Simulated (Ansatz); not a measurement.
The parent structure is BN in the zinc blende structure (space group F-43m, No. 216; a = 3.610 Å). Axes: x, y, z lie along the cube axes.

The change: the cell is compressed by 1.50 % along z with no lateral relaxation; the atoms relax in the strained cell.

Calculations: r2SCAN (Ansatz, a program for electronic structure, PAW, no spin-orbit coupling).

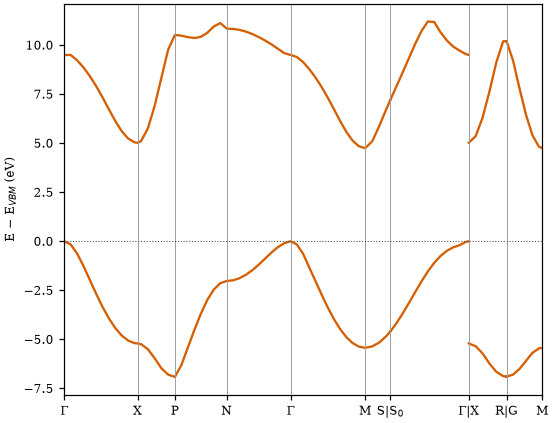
Highest valence and lowest conduction band along the path of the changed cell's own zone

Question: Read the changed gap and its character from the plot.

Answer: About 4.7 eV, indirect, Γ → M.

Gaps are read on the SCF mesh and a high-symmetry path. No phonon test of stability was made. k-point labels follow each cell's own Brillouin zone.
